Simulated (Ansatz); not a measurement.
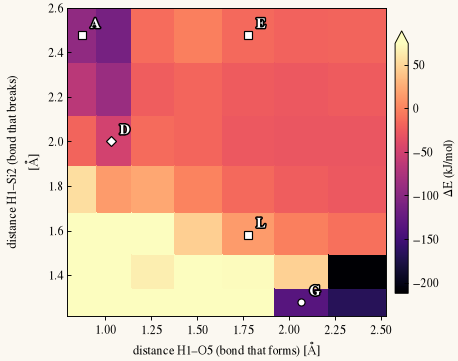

The reacting system CH₄OSi (one molecule; an intramolecular 1,3-shift). The first coordinate is: distance H1–O5 (bond that forms); the second: distance H1–Si2 (bond that breaks). Relaxed at each point: all other coordinates. The scan uses a 7 × 7 grid. Points are written as (first, second). Energies: kJ/mol, counted from a guessed transition structure relaxed with its forming and breaking bonds held. Energies and slopes of some neighbouring points disagree (a jump in structure or state, or too coarse a mesh). The reference is spin-restricted, so regions where a bond is pulled apart into radicals lie too high. Computed with Ansatz, RKS wB97M-V/def2-SVP.

Drawn: one coloured cell a grid point, one colour for all values above the top of the scale, lettered points.

Q: Is A the lowest point of the computed grid?

A: No. A lies 117 kJ/mol above the lowest grid point, which is at (2.373 Å, 1.406 Å).

Q: Rank the lettered points by energy, lowest first.

A: G (−136 kJ/mol), A (−95 kJ/mol), D (−49 kJ/mol), E (−16 kJ/mol), L (14 kJ/mol).
